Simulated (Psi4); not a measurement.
**InSiH4F (SMILES [F][InH][SiH3]) at BLYP/def2-SVP (core potential)**

What is the vertical ionisation energy of InSiH4F at BLYP/def2-SVP (core potential)? 

Program for the calculation: Psi4 1.11.

1 further run of the same task is left out (set aside as unsound or not needed). Runs told in other sessions of the task aren't counted.

## 1. Starting point

InSiH4F: 7 atoms, total charge 0, spin state singlet. As SMILES, `[F][InH][SiH3]`. The coordinates come from a PBE0-D4/def2-TZVP relaxation.

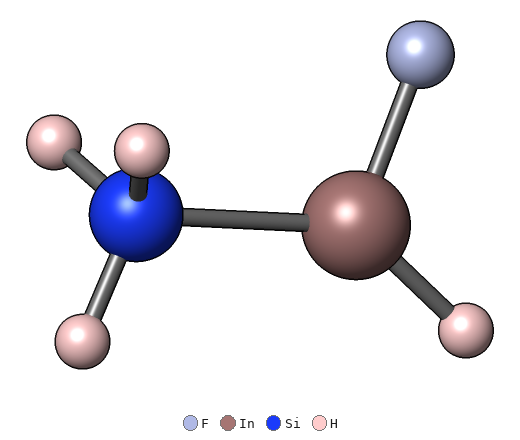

Viewed from a chosen angle; fluorine light blue, indium brown, silicon blue, hydrogen pink.

## 2. Energy and gradient at BLYP/def2-SVP (core potential)

Contents of fh4insi.xyz:

```xyz
7
FH4InSi
F     -0.196000    -2.340000     1.298800
In    -0.756000    -1.164900    -0.176800
Si     0.528000     1.043100    -0.028600
H     -1.937800    -1.965900    -1.125300
H      1.986000     0.765900    -0.108800
H      0.226000     1.696000     1.272200
H      0.149800     1.965800    -1.131400
```

Contents of run_ase.py:

```python
import numpy as np
from ase.calculators.psi4 import Psi4
from ase.io import read

mol = read('fh4insi.xyz')
calc = Psi4(atoms=mol, method='blyp', basis='def2-SVP', memory='2200MB', num_threads=1, charge=0, multiplicity=1, label='calc')
calc.psi4.set_options({'puream': True, 'e_convergence': 1e-09, 'd_convergence': 1e-08, 'scf_type': 'pk', 'dft_radial_points': 99, 'dft_spherical_points': 590})
mol.calc = calc

forces = mol.get_forces()
print(f'energy: {mol.get_potential_energy():.6f} eV')
print('forces / eV A^-1')
print(np.round(forces, 5))
```

Started as:

```bash
$ python run_ase.py
```

calc.dat:

```text
[...]
    !!!  WARNING: ECP capability is in beta. Please check occupations closely.  !!!
[...]
  Running in c1 symmetry.
[...]
  Nuclear repulsion =  168.681564706163954
[...]
  Multiplicity = 1
[...]
  Nalpha       = 24
  Nbeta        = 24
[...]
    Number of basis functions: 78
[...]
   @RKS iter   1:  -581.46477203450331   -1.01241e+00   7.86848e-03 DIIS/ADIIS
[...]
   @RKS iter  12:  -581.63847931137479   -6.82121e-12   7.12366e-09 DIIS
[...]
    Orbital Energies [Eh]
    ---------------------
    Doubly Occupied:
       1A    -65.478643     2A    -24.207646     3A     -5.071200
       4A     -4.493544     5A     -3.493680     6A     -3.492654
       7A     -3.492649     8A     -2.939325     9A     -2.929274
      10A     -2.928761    11A     -0.947224    12A     -0.702369
      13A     -0.696695    14A     -0.695808    15A     -0.691990
      16A     -0.687408    17A     -0.490668    18A     -0.377050
      19A     -0.320431    20A     -0.320096    21A     -0.286584
      22A     -0.275374    23A     -0.274040    24A     -0.235786
[...]
  @RKS Final Energy:  -581.63847931137479
   => Energetics <=
    Nuclear Repulsion Energy =            168.6815647061639538
    One-Electron Energy =               -1214.4131990738035256
    Two-Electron Energy =                 513.5930930794602318
    DFT Exchange-Correlation Energy =     -49.4999380231954191
    Empirical Dispersion Energy =           0.0000000000000000
    VV10 Nonlocal Energy =                  0.0000000000000000
    Total Energy =                       -581.6384793113747946
[...]
 Multipole Moments:
 ------------------------------------------------------------------------------------
     Multipole            Electronic (a.u.)      Nuclear  (a.u.)        Total (a.u.)
 ------------------------------------------------------------------------------------
 L = 1.  Multiply by 2.5417464519 to convert [e a0] to [Debye]
 Dipole X            :        -22.8146474           22.6537000           -0.1609473
 Dipole Y            :        -25.6171370           26.3961768            0.7790398
 Dipole Z            :        -11.6221986           10.9066176           -0.7155811
 Magnitude           :                                                    1.0699829
[...]
  -Total Gradient:
     Atom            X                  Y                   Z
    ------   -----------------  -----------------  -----------------
       1       -0.003944006446     0.009936102018    -0.011493086069
       2        0.002511352711    -0.006277845448     0.007290210125
       3       -0.000649256178    -0.002188053581     0.000581757772
       4        0.005357116530     0.003866819664     0.004141168266
       5       -0.005064636069     0.000663025046     0.000135532787
       6        0.000754282749    -0.002392285755    -0.004406913028
       7        0.001011547461    -0.003477881089     0.003635699918
[...]
```

On the terminal:

```text
energy: -15827.189187 eV
forces / eV A^-1
[[ 0.20281 -0.51093  0.591  ]
 [-0.12914  0.32282 -0.37488]
 [ 0.03339  0.11251 -0.02992]
 [-0.27547 -0.19884 -0.21295]
 [ 0.26043 -0.03409 -0.00697]
 [-0.03879  0.12302  0.22661]
 [-0.05202  0.17884 -0.18696]]
```

It took 20 s on 1 thread of Intel Xeon Platinum 8259CL at 2.50GHz (Skylake/Cascade Lake), shared host; peak memory 0.97 GiB.

## 3. The doublet cation, same level

Contents of job.py:

```python
import psi4

psi4.set_memory('2200 MB')
psi4.set_num_threads(1)
psi4.set_output_file('output.dat', False)

mol = psi4.geometry("""
1 2
F     -0.196000    -2.340000     1.298800
In    -0.756000    -1.164900    -0.176800
Si     0.528000     1.043100    -0.028600
H     -1.937800    -1.965900    -1.125300
H      1.986000     0.765900    -0.108800
H      0.226000     1.696000     1.272200
H      0.149800     1.965800    -1.131400
symmetry c1
""")

psi4.set_options({
    'reference': 'uks',
    'puream': True,
    'e_convergence': 1e-09,
    'd_convergence': 1e-08,
    'scf_type': 'pk',
    'dft_radial_points': 99,
    'dft_spherical_points': 590,
    'maxiter': 100,
})

e = psi4.gradient("blyp/def2-SVP")
print('gradient / Eh bohr^-1')
print(e.np.round(6))
for k, v in sorted(psi4.core.scalar_variables().items()):
    print(f'{k:45s} {v:18.10f}')
```

Started as:

```bash
$ python job.py
```

output.dat (excerpt; [...] marks lines left out):

```text
[...]
    !!!  WARNING: ECP capability is in beta. Please check occupations closely.  !!!
[...]
  Running in c1 symmetry.
[...]
  Nuclear repulsion =  168.681564706163954
[...]
  Multiplicity = 2
[...]
  Nalpha       = 24
  Nbeta        = 23
[...]
    Number of basis functions: 78
[...]
   @UKS iter   1:  -581.15581292642321   -7.03452e-01   7.16004e-03 DIIS/ADIIS
[...]
   @UKS iter  16:  -581.29340577798848   -1.02318e-12   5.38840e-09 DIIS
[...]
   @S^2 Observed:                7.554668134E-01
[...]
  @UKS Final Energy:  -581.29340577798848
   => Energetics <=
    Nuclear Repulsion Energy =            168.6815647061639538
    One-Electron Energy =               -1203.1971187350009131
    Two-Electron Energy =                 502.4100462267057310
    DFT Exchange-Correlation Energy =     -49.1878979758572044
    Empirical Dispersion Energy =           0.0000000000000000
    VV10 Nonlocal Energy =                  0.0000000000000000
    Total Energy =                       -581.2934057779884824
  UHF NO Occupations:
  HONO-2 :   22  A 1.9996596
  HONO-1 :   23  A 1.9977619
[...]
 Multipole Moments:
 ------------------------------------------------------------------------------------
     Multipole            Electronic (a.u.)      Nuclear  (a.u.)        Total (a.u.)
 ------------------------------------------------------------------------------------
 L = 1.  Multiply by 2.5417464519 to convert [e a0] to [Debye]
 Dipole X            :        -22.5838784           22.6537000            0.0698216
 Dipole Y            :        -24.8900843           26.3961768            1.5060926
 Dipole Z            :        -11.8131835           10.9066176           -0.9065660
 Magnitude           :                                                    1.7592759
[...]
  -Total Gradient:
     Atom            X                  Y                   Z
    ------   -----------------  -----------------  -----------------
       1       -0.004728849594     0.002884194511    -0.007817604602
       2        0.007157891964     0.016316997720    -0.001826847290
       3       -0.023913767021    -0.043349150831    -0.001350497806
       4        0.008556023716     0.001331332182     0.009815319493
       5       -0.002314145409     0.011660289390     0.001228027499
       6        0.007639209747     0.006423606965    -0.006557048855
       7        0.007579859257     0.004863623195     0.006392128410
[...]
```

Standard output:

```text
gradient / Eh bohr^-1
[[-0.004729  0.002884 -0.007818]
 [ 0.007158  0.016317 -0.001827]
 [-0.023914 -0.043349 -0.00135 ]
 [ 0.008556  0.001331  0.009815]
 [-0.002314  0.01166   0.001228]
 [ 0.007639  0.006424 -0.006557]
 [ 0.00758   0.004864  0.006392]]
CURRENT ENERGY                                   -581.2934057780
CURRENT REFERENCE ENERGY                         -581.2934057780
DD SOLVATION ENERGY                                 0.0000000000
DFT FUNCTIONAL TOTAL ENERGY                      -581.2934057780
DFT TOTAL ENERGY                                 -581.2934057780
DFT VV10 ENERGY                                     0.0000000000
DFT XC ENERGY                                     -49.1878979759
GRID ELECTRONS ALPHA                               23.9999932463
GRID ELECTRONS BETA                                22.9999939477
GRID ELECTRONS TOTAL                               46.9999871941
NUCLEAR REPULSION ENERGY                          168.6815647062
ONE-ELECTRON ENERGY                             -1203.1971187350
PCM POLARIZATION ENERGY                             0.0000000000
PE ENERGY                                           0.0000000000
SCF ITERATION ENERGY                             -581.2934057780
SCF ITERATIONS                                     16.0000000000
SCF TOTAL ENERGY                                 -581.2934057780
TWO-ELECTRON ENERGY                               502.4100462267
XC GRID RADIAL POINTS                              99.0000000000
XC GRID SPHERICAL POINTS                          590.0000000000
XC GRID TOTAL POINTS                           390117.0000000000
```

It took 33 s on 1 thread of Intel Xeon Platinum 8259CL at 2.50GHz (Skylake/Cascade Lake), shared host; peak memory 0.96 GiB.

## 4. Outcome

At BLYP/def2-SVP (core potential):

| quantity | value |
| --- | --- |
| singlet InSiH4F: total energy | -581.63848 Eh |
| singlet InSiH4F: dipole moment | 2.72 D |
| singlet InSiH4F: HOMO energy | -6.42 eV |
| singlet InSiH4F: LUMO energy | -2.54 eV |
| singlet InSiH4F: HOMO–LUMO gap | 3.87 eV |
| singlet InSiH4F: largest force on an atom | 0.807 eV/Å |
| doublet cation: total energy | -581.29341 Eh |
| doublet cation: HOMO energy (highest over α and β) | -13.20 eV |
| doublet cation: LUMO energy (lowest over α and β) | -12.35 eV |
| doublet cation: ⟨S²⟩ | 0.755 |
| doublet cation: largest force on an atom | 2.547 eV/Å |
| vertical ionisation energy (to the doublet cation) | 9.390 eV |

What this shows: The vertical ionisation energy comes to 9.39 eV (217 kcal/mol). The largest force (singlet InSiH4F) is 0.81 eV/Å: the shape isn't a stationary point for this species at this level. The negative HOMO energy of the first species, 6.42 eV, lies 2.97 eV below that difference.
